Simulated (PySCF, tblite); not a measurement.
# C3H11ClN2Si2: geometry, infrared bands and NMR shifts

Wanted: the infrared bands and NMR shifts of C3H11ClN2Si2 (`CN1C[Si@@H](Cl)C[Si@H]1N`), by calculation.

Computed with tblite 0.8.0 and PySCF 2.14.0, with density-fitted response routines of our own, on a single molecule in the gas phase. Atoms count from 0, in the outputs and in this text.

### 1 Starting geometry

19 atoms, charge 0, multiplicity 1; geometry from: force field or distance geometry start.

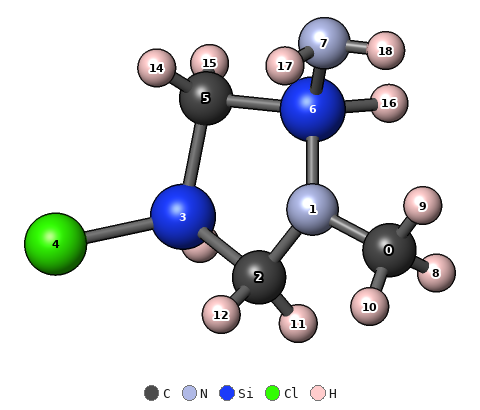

The starting geometry (carbon dark grey, nitrogen light blue, silicon blue, chlorine green, hydrogen pink), atoms numbered; sticks join atoms by distance.

### 2 Geometry optimisation with GFN2-xTB

The job: settings as JSON, then the geometry in Å.

```
{"job": {"kind": "relax", "xc": "GFN2-xTB", "basis": "xTB"}, "charge": 0, "multiplicity": 1}
C      0.703600    -1.183400     1.749600
N      0.233400    -0.252000     0.702700
C     -1.169500     0.097100     0.956200
Si    -1.814200     0.850300    -0.684300
Cl    -2.543200     2.732400    -0.367200
C     -0.349600     0.893400    -1.839400
Si     0.726700    -0.304800    -0.932200
N      2.335100     0.194000    -0.801800
H      0.255900    -2.178500     1.628600
H      1.781200    -1.292700     1.740600
H      0.433700    -0.809600     2.747000
H     -1.791100    -0.784900     1.187200
H     -1.264900     0.822800     1.783400
H     -2.906500     0.015000    -1.248400
H      0.092500     1.903100    -1.876100
H     -0.603400     0.573500    -2.837000
H      0.646700    -1.692600    -1.409100
H      2.359600     0.968600    -0.159700
H      2.864000    -0.542500    -0.347400
```

Launch:

```console
$ OMP_NUM_THREADS=1 python probes_run.py task.json out
```

The driver reads the jobs from task.json and runs them one after another.

Output:

```text
step      E/eV     max force
  0    -705.83602    2.606
  1    -705.97906    0.825
  2    -706.03083    0.535
  3    -706.07950    0.486
  4    -706.11137    0.439
  5    -706.15954    0.593
  6    -706.20028    0.525
  7    -706.23115    0.362
  8    -706.25069    0.330
  9    -706.26749    0.364
 10    -706.28369    0.423
 11    -706.29613    0.276
 12    -706.30406    0.213
 13    -706.31062    0.188
 14    -706.31761    0.220
 15    -706.32454    0.222
 16    -706.33101    0.214
 17    -706.33655    0.170
 18    -706.34123    0.173
 19    -706.34520    0.165
 20    -706.34831    0.132
 21    -706.35060    0.113
 22    -706.35214    0.115
 23    -706.35329    0.102
 24    -706.35450    0.095
 25    -706.35591    0.108
 26    -706.35751    0.120
 27    -706.35915    0.141
 28    -706.36068    0.113
 29    -706.36214    0.117
 30    -706.36367    0.143
 31    -706.36501    0.125
 32    -706.36603    0.079
 33    -706.36687    0.079
 34    -706.36774    0.108
 35    -706.36858    0.104
 36    -706.36925    0.063
 37    -706.36981    0.060
 38    -706.37051    0.079
 39    -706.37143    0.118
 40    -706.37227    0.102
 41    -706.37275    0.046
 42    -706.37300    0.031
 43    -706.37321    0.052
 44    -706.37349    0.065
 45    -706.37378    0.047
 46    -706.37400    0.033
 47    -706.37422    0.041
 48    -706.37452    0.070
 49    -706.37491    0.076
 50    -706.37526    0.053
 51    -706.37549    0.036
 52    -706.37565    0.037
 53    -706.37584    0.057
 54    -706.37610    0.059
 55    -706.37635    0.035
 56    -706.37652    0.023
 57    -706.37664    0.027
 58    -706.37675    0.035
 59    -706.37687    0.027
 60    -706.37699    0.025
 61    -706.37709    0.019
 62    -706.37718    0.025
 63    -706.37729    0.025
 64    -706.37741    0.027
 65    -706.37753    0.030
 66    -706.37764    0.025
 67    -706.37776    0.027
 68    -706.37787    0.029
 69    -706.37797    0.030
 70    -706.37803    0.015
 71    -706.37806    0.013
 72    -706.37808    0.009
```

It took 0.76 s on 1 thread of Arm Neoverse V1, shared host; peak memory 0.18 GiB.

The steps of the relaxation: (not every step is listed)

| step | energy from step 0 (eV) | largest force (eV/Å) |
| --- | --- | --- |
| 0 | 0.0000 | 2.6063 |
| 1 | -0.1430 | 0.8253 |
| 2 | -0.1948 | 0.5348 |
| 3 | -0.2435 | 0.4859 |
| 4 | -0.2754 | 0.4387 |
| 5 | -0.3235 | 0.5934 |
| 6 | -0.3643 | 0.5255 |
| 7 | -0.3951 | 0.3619 |
| 8 | -0.4147 | 0.3298 |
| 13 | -0.4746 | 0.1879 |
| 18 | -0.5052 | 0.1728 |
| 23 | -0.5173 | 0.1015 |
| 28 | -0.5247 | 0.1134 |
| 33 | -0.5308 | 0.0794 |
| 38 | -0.5345 | 0.0789 |
| 43 | -0.5372 | 0.0524 |
| 48 | -0.5385 | 0.0697 |
| 53 | -0.5398 | 0.0570 |
| 58 | -0.5407 | 0.0352 |
| 63 | -0.5413 | 0.0251 |
| 67 | -0.5417 | 0.0271 |
| 68 | -0.5419 | 0.0285 |
| 69 | -0.5420 | 0.0300 |
| 70 | -0.5420 | 0.0150 |
| 71 | -0.5420 | 0.0135 |
| 72 | -0.5421 | 0.0093 |

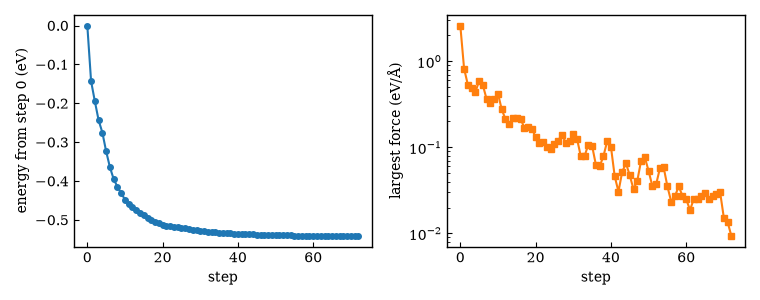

Energy and largest force along the relaxation.

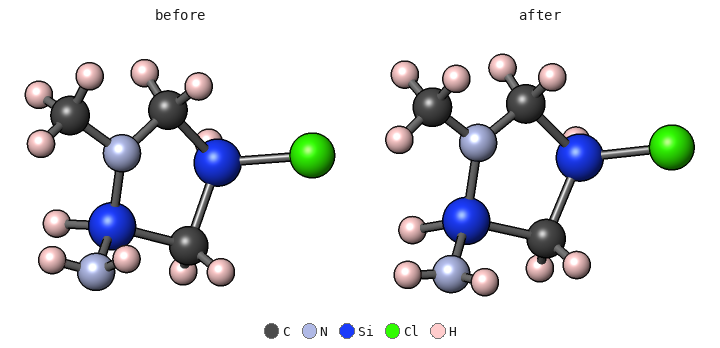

The geometry before (left) and after (right).

Distances of close pairs at the start and the end, largest changes first:

| bond | before (Å) | after (Å) | change (Å) |
| --- | --- | --- | --- |
| C5–Si6 | 1.849 | 1.899 | +0.051 |
| C0–N1 | 1.478 | 1.438 | -0.040 |
| Si6–N7 | 1.689 | 1.722 | +0.033 |
| Si3–H13 | 1.486 | 1.466 | -0.021 |
| N1–C2 | 1.468 | 1.448 | -0.020 |
| Si3–C5 | 1.866 | 1.886 | +0.020 |
| Si3–Cl4 | 2.043 | 2.025 | -0.018 |
| C5–H14 | 1.103 | 1.087 | -0.016 |

The next job starts from the end point, and lists it.

### 3 Harmonic vibrations with GFN2-xTB

The job: settings as JSON, then the geometry in Å.

```
{"job": {"kind": "ir", "xc": "GFN2-xTB", "basis": "xTB"}, "charge": 0, "multiplicity": 1}
C      0.599400    -1.150620     1.834111
N      0.061961    -0.407175     0.726631
C     -1.318662    -0.009044     0.901902
Si    -1.909444     0.880286    -0.682441
Cl    -2.568742     2.743583    -0.239878
C     -0.324555     0.883448    -1.704313
Si     0.803466    -0.367164    -0.826368
N      2.441376     0.162804    -0.867646
H      0.059970    -2.093976     1.987370
H      1.645089    -1.379884     1.642568
H      0.529931    -0.566993     2.758254
H     -1.939755    -0.892577     1.108624
H     -1.394552     0.630223     1.791468
H     -3.020048     0.151131    -1.301248
H      0.139239     1.866004    -1.732398
H     -0.488509     0.591445    -2.736054
H      0.839829    -1.669132    -1.508074
H      2.667105     1.103635    -0.588311
H      3.167098    -0.466742    -0.571661
```

Output:

```text
mode    cm-1     km/mol
  1      26.0      1.24
  2      63.5      0.85
  3     131.1      3.33
  4     140.1      3.65
  5     155.0      3.17
  6     182.8      5.06
  7     193.3     16.10
  8     210.2      0.95
  9     244.2     12.27
 10     294.7     17.86
 11     316.5      5.30
 12     381.4     11.33
 13     475.6    220.27
 14     498.9     56.92
 15     599.8     58.10
 16     622.9     94.93
 17     632.7    126.53
 18     650.9     62.70
 19     674.6     67.31
 20     704.4     89.52
 21     760.5    207.69
 22     764.0     91.16
 23     798.9     50.51
 24     809.9     86.62
 25     821.5    228.26
 26     909.9    177.41
 27     979.4     10.84
 28    1043.8     64.14
 29    1106.2      4.13
 30    1110.3    149.61
 31    1178.7     22.33
 32    1191.5     49.84
 33    1208.2     43.36
 34    1333.1     42.80
 35    1420.7      3.11
 36    1462.3      4.44
 37    1485.7      1.81
 38    1495.9     10.01
 39    1508.5      1.86
 40    1522.2     58.36
 41    2197.3    338.53
 42    2226.4    325.36
 43    2840.0     77.20
 44    2883.8     72.18
 45    2891.2     53.17
 46    2931.7     70.21
 47    3013.1     28.10
 48    3025.3     45.92
 49    3038.3     17.59
 50    3480.0      3.23
 51    3521.9      2.77
```

Wall time 1 s (1 thread of Arm Neoverse V1, shared host); peak memory 0.18 GiB.

The strongest bands and the atoms that carry them (share of the mass-weighted mode):

| cm⁻¹ | km/mol | atoms |
| --- | --- | --- |
| 476 | 220.3 | H17 40 %, H18 34 %, N7 23 % |
| 633 | 126.5 | H13 55 %, C2 14 % |
| 760 | 207.7 | C5 25 %, Si6 19 % |
| 822 | 228.3 | H17 29 %, H18 21 %, Si6 16 %, N7 12 % |
| 910 | 177.4 | N7 41 %, Si6 39 % |
| 1110 | 149.6 | H15 35 %, H14 34 %, C5 27 % |
| 2197 | 338.5 | H16 96 % |
| 2226 | 325.4 | H13 96 % |

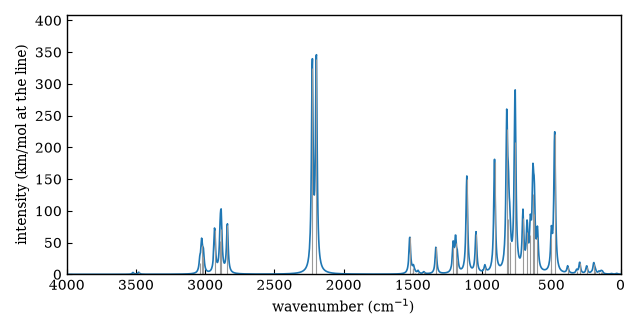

The infrared spectrum from these modes, unscaled. Lines are broadened to a width of 14 cm⁻¹ (Lorentzian).

### 4 Shielding tensors: PBE0/pcSseg-1

Same as in step 3 but for these lines:

```diff
@@ -1,2 +1,2 @@
-{"job": {"kind": "ir", "xc": "GFN2-xTB", "basis": "xTB"}, "charge": 0, "multiplicity": 1}
+{"job": {"kind": "nmr", "xc": "PBE0", "basis": "pcSseg-1"}, "charge": 0, "multiplicity": 1}
 C      0.599400    -1.150620     1.834111
```

Level: GIAO PBE0/pcSseg-1 NMR shielding, non-relativistic, gas phase.

Output:

```text
coarse grid: 17080 points
cycle   1  E = -1268.8843953874  dE =  8.965e-01  |g| = 6.127e-01  |ddm| = 3.992e+00
cycle   2  E = -1268.8409825284  dE =  4.341e-02  |g| = 7.563e-01  |ddm| = 1.251e+00
cycle   3  E = -1268.9714345724  dE = -1.305e-01  |g| = 7.401e-02  |ddm| = 7.623e-01
cycle   4  E = -1268.9724221525  dE = -9.876e-04  |g| = 3.269e-02  |ddm| = 9.902e-02
cycle   5  E = -1268.9726291247  dE = -2.070e-04  |g| = 8.653e-03  |ddm| = 3.385e-02
cycle   6  E = -1268.9726439186  dE = -1.479e-05  |g| = 2.998e-03  |ddm| = 1.020e-02
cycle   7  E = -1268.9726457006  dE = -1.782e-06  |g| = 6.914e-04  |ddm| = 3.224e-03
final grid: 150304 points
cycle   8  E = -1269.0126215810  dE = -3.203e-05  |g| = 9.315e-03  |ddm| = 2.483e-02
cycle   9  E = -1269.0126098065  dE =  1.177e-05  |g| = 1.160e-02  |ddm| = 1.924e-02
cycle  10  E = -1269.0126415142  dE = -3.171e-05  |g| = 1.131e-03  |ddm| = 1.129e-02
cycle  11  E = -1269.0126417321  dE = -2.180e-07  |g| = 3.598e-04  |ddm| = 1.237e-03
cycle  12  E = -1269.0126417570  dE = -2.484e-08  |g| = 7.612e-05  |ddm| = 3.098e-04
cycle  13  E = -1269.0126417581  dE = -1.094e-09  |g| = 2.922e-05  |ddm| = 9.726e-05
cycle  14  E = -1269.0126417583  dE = -1.960e-10  |g| = 6.108e-06  |ddm| = 2.913e-05
converged SCF energy = -1269.0126417583

GIAO shielding tensors (ppm)
atom      isotropic    diamagn.    paramagn.     s11        s22        s33       span
  0 C      147.895     243.815     -95.920    121.054    137.651    184.981     63.927
  1 N      221.063     331.738    -110.675    188.584    211.650    262.955     74.371
  2 C      139.808     249.566    -109.758    116.704    127.173    175.547     58.843
  3 Si     338.306     878.656    -540.350    288.606    354.611    371.700     83.093
  4 Cl     960.101    1147.782    -187.681    925.864    959.640    994.800     68.936
  5 C      185.870     261.714     -75.844    168.195    189.657    199.759     31.564
  6 Si     365.385     882.962    -517.577    309.085    379.000    408.069     98.983
  7 N      239.974     319.880     -79.906    214.802    231.470    273.648     58.846
  8 H       29.305      29.257       0.048     24.542     26.760     36.612     12.071
  9 H       28.820      30.823      -2.003     23.351     27.942     35.167     11.815
 10 H       29.233      29.651      -0.419     24.614     26.738     36.346     11.733
 11 H       29.132      30.755      -1.623     24.974     27.453     34.967      9.993
 12 H       29.178      31.433      -2.255     25.106     27.632     34.798      9.692
 13 H       26.283      28.074      -1.791     22.369     24.560     31.921      9.552
 14 H       31.680      32.907      -1.227     26.966     30.033     38.042     11.076
 15 H       31.379      30.635       0.744     26.608     28.254     39.274     12.666
 16 H       26.859      31.093      -4.234     23.373     24.519     32.685      9.312
 17 H       31.267      32.967      -1.700     24.268     27.788     41.746     17.477
 18 H       30.692      31.245      -0.552     23.653     26.388     42.037     18.384
```

It took 47 s on 1 thread of Arm Neoverse V1, shared host; peak memory 1 GiB.

The references, computed at this level on geometries of the same kind, shield at (ppm): ¹H TMS 31.72, ¹³C TMS 186.9, ²⁹Si TMS 349.2, ¹⁵N NH3 267.7, ³⁵Cl HCl 950. Their shielding less the atom's gives the shift. The references are single molecules in the gas phase, so shifts against H2O, NH3, PH3, H3PO4 or CFCl3 are not on the usual liquid scales and can be off by tens of ppm. Atoms listed in one row are averaged.

| atoms | environment | σ (ppm) | δ (ppm) | δ scaled to CDCl3 |
| --- | --- | --- | --- | --- |
| C2 | sp3 CH2 bonded to N and Si | 139.8 | 47.1 | 44.1 |
| C0 | methyl carbon bonded to N | 147.9 | 39.0 | 36.2 |
| C5 | sp3 CH2 bonded to 2 Si | 185.9 | 1.1 | -0.9 |
| H13 | hydrogen on a silicon bonded to 2 C, Cl, in a 5-membered ring | 26.28 | 5.43 | – |
| H16 | hydrogen on a silicon bonded to C, 2 N, in a 5-membered ring | 26.86 | 4.86 | – |
| H8, H9, H10 | hydrogen on a methyl carbon bonded to N | 29.12 | 2.60 | 2.55 |
| H11 | hydrogen on an sp3 CH2 bonded to N and Si | 29.13 | 2.59 | 2.54 |
| H12 | hydrogen on an sp3 CH2 bonded to N and Si | 29.18 | 2.54 | 2.50 |
| H17, H18 | hydrogen on a nitrogen bonded to Si | 30.98 | 0.74 | – |
| H15 | hydrogen on an sp3 CH2 bonded to 2 Si | 31.38 | 0.34 | 0.42 |
| H14 | hydrogen on an sp3 CH2 bonded to 2 Si | 31.68 | 0.04 | 0.14 |
| N1 | nitrogen bonded to 2 C, Si, in a 5-membered ring | 221.1 | 46.7 | – |
| N7 | nitrogen bonded to Si, 2 H | 240.0 | 27.8 | – |
| Si3 | silicon bonded to 2 C, Cl, H, in a 5-membered ring | 338.3 | 10.9 | – |
| Si6 | silicon bonded to C, 2 N, H, in a 5-membered ring | 365.4 | -16.2 | – |
| Cl4 | chlorine bonded to Si | 960 | -10 | – |

The scaled column applies a straight-line fit of computed shieldings to shifts measured in CDCl3, with any fitted terms for Cl, Br or S neighbours (root-mean-square error 0.16 ppm for H, 1.9 ppm for C).

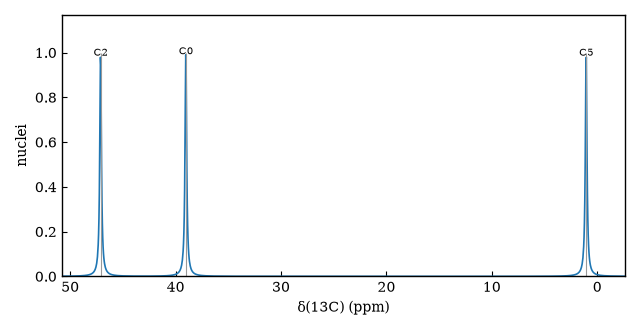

¹³C lines at the computed shifts, without couplings. Lines are broadened to a width of 0.18 ppm (Lorentzian).

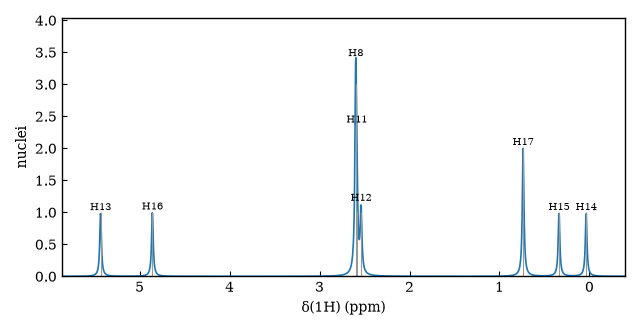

¹H lines at the computed shifts, without couplings. Lines are broadened to a width of 0.02 ppm (Lorentzian).

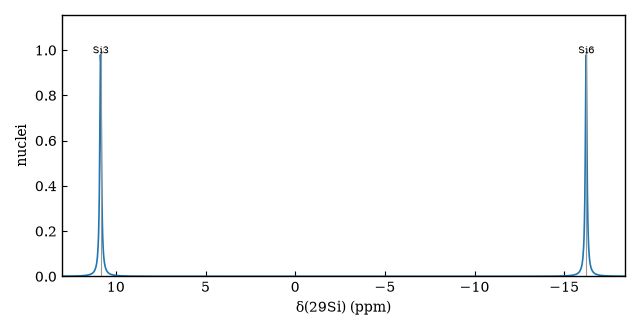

²⁹Si lines at the computed shifts, without couplings. Lines are broadened to a width of 0.11 ppm (Lorentzian).

The run also stored atomic charges by several schemes (e):

| atoms | Mulliken | IAO | Hirshfeld | ESP fit |
| --- | --- | --- | --- | --- |
| C0 | -0.05 | -0.29 | -0.07 | -0.44 |
| N1 | -0.80 | -0.52 | -0.18 | -0.25 |
| C2 | -0.28 | -0.44 | -0.12 | -0.21 |
| Si3 | 0.86 | 0.94 | 0.37 | 0.35 |
| Cl4 | -0.33 | -0.31 | -0.13 | -0.19 |
| C5 | -0.88 | -0.86 | -0.26 | -0.60 |
| Si6 | 1.00 | 1.12 | 0.40 | 0.91 |
| N7 | -0.63 | -0.84 | -0.32 | -1.14 |

Hirshfeld charges:

C0 -0.07; N1 -0.18; C2 -0.12; Si3 0.37; Cl4 -0.13; C5 -0.26; Si6 0.40; N7 -0.32; H8 0.03; H9 0.04; H10 0.04; H11 0.03; H12 0.03; H13 -0.08; H14 0.04; H15 0.04; H16 -0.10; H17 0.12; H18 0.11

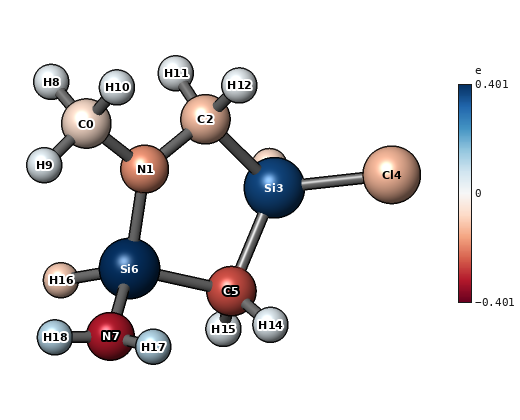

Hirshfeld charges, as colours on the atoms.

Mayer bond orders: C0–N1 0.96, N1–C2 0.94, C2–Si3 0.90, Si3–Cl4 1.00, Si3–C5 0.94, C5–Si6 0.87, Si6–N7 1.07, Si6–N1 0.95.

Ring of atoms N1, C2, Si3, C5, Si6: NICS(0) -4.8, NICS(1) -2.9, NICS(1)zz 0.6 ppm (means of both faces).

### 5 Outcome

| quantity | value |
| --- | --- |
| strongest single infrared mode (GFN2-xTB) | 2197 cm⁻¹, 339 km/mol |
| zero-point energy (GFN2-xTB) | 88.9 kcal/mol |
| ¹³C shifts against TMS (PBE0/pcSseg-1) | 47.1, 39.0, 1.1 ppm |
| ¹H shifts against TMS (PBE0/pcSseg-1, means over atoms taken as alike) | 5.43, 4.86, 2.60, 2.59, 2.54, 0.74, 0.34, 0.04 ppm |
| ¹⁵N shifts against NH3 (PBE0/pcSseg-1) | 46.7, 27.8 ppm |
| ²⁹Si shifts against TMS (PBE0/pcSseg-1) | 10.9, -16.2 ppm |
| ³⁵Cl shifts against HCl (PBE0/pcSseg-1) | -10 ppm |

**Reading.** Relaxing lowered the energy by 0.542 eV in 72 steps; the close pair that moved most is C5–Si6, from 1.849 to 1.899 Å. No mode is imaginary among the 51: a minimum at this level. The strongest single mode, at 2197 cm⁻¹, moves mainly H16. Unscaled tight-binding wavenumbers are off by several per cent, some by more. Its intensities can rank the bands wrongly. C2 (sp3 CH2 bonded to N and Si) lies farthest downfield among carbon, at 47.1 ppm; deshielded by the electronegative neighbour. At PBE0/pcSseg-1: The largest span, 99 ppm, is at Si6, where the paramagnetic term is -518 ppm.
